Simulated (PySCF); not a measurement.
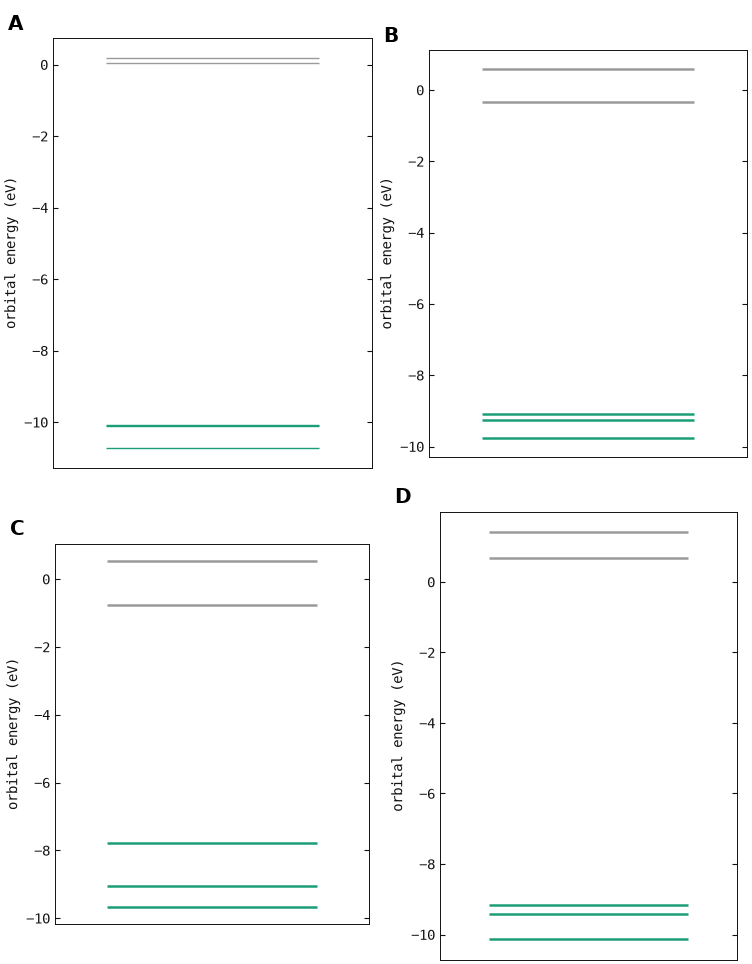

Kohn-Sham orbital energies near the frontier, PBE0/def2-SVPD with PySCF 2.14.0, at a GFN2-xTB geometry (no frequency check), isolated molecule; empty levels in grey, levels within 0.03 eV side by side.

### Assign the panels.
1. C₄H₄F₃N, SMILES C[C@H](C#N)C(F)(F)F
2. C₄H₆N₂, SMILES C/N=C/CC#N
3. C₄H₈F₂, SMILES CC(C)(F)CF
4. C₃H₆BNO₂, SMILES N#CCCB(O)O

A: 1 (HOMO −10.08 eV, LUMO 0.04 eV)
B: 4 (HOMO −9.09 eV, LUMO −0.34 eV)
C: 2 (HOMO −7.79 eV, LUMO −0.75 eV)
D: 3 (HOMO −9.17 eV, LUMO 0.69 eV)

Limits of at least one run: empty levels above zero depend strongly on the basis; one conformer of a flexible molecule; the tight-binding geometry is rougher than a DFT one and adds to the error.
